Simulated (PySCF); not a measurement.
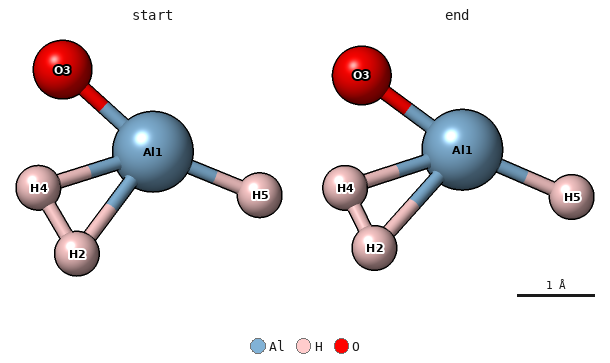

The structure of AlH3O (coarse preliminary run) before (left) and after (right) a relaxation, at one scale.

The picture is a ball-and-stick view, seen at a tilt.

The reaction that was planned forms H2–H4 and breaks Al1–H2, O3–H4 (atoms numbered from 1 in input order).

Level of theory: PySCF 2.14.0, RKS PBE0-D4/def2-SVP, partitioned rational-function steps on a Bofill-updated Hessian. 

What changed between the two?

Answer. The energy falls by 5.47 kcal/mol in 3 geometry steps. H2 moves most after the best rigid fit: 0.12 Å. By element the largest moves are H 0.12 Å, O 0.12 Å, Al 0.07 Å. Some distances before and after: H2–H4 1.007 → 0.887 Å, Al1–H2 1.858 → 1.927 Å, Al1–H5 1.521 → 1.569 Å, Al1–H4 1.706 → 1.751 Å. Bond angles that change, for instance: H2–Al1–O3 95.3° → 84.1°, O3–Al1–H5 157.6° → 165.5°, O3–Al1–H4 62.8° → 56.8°.
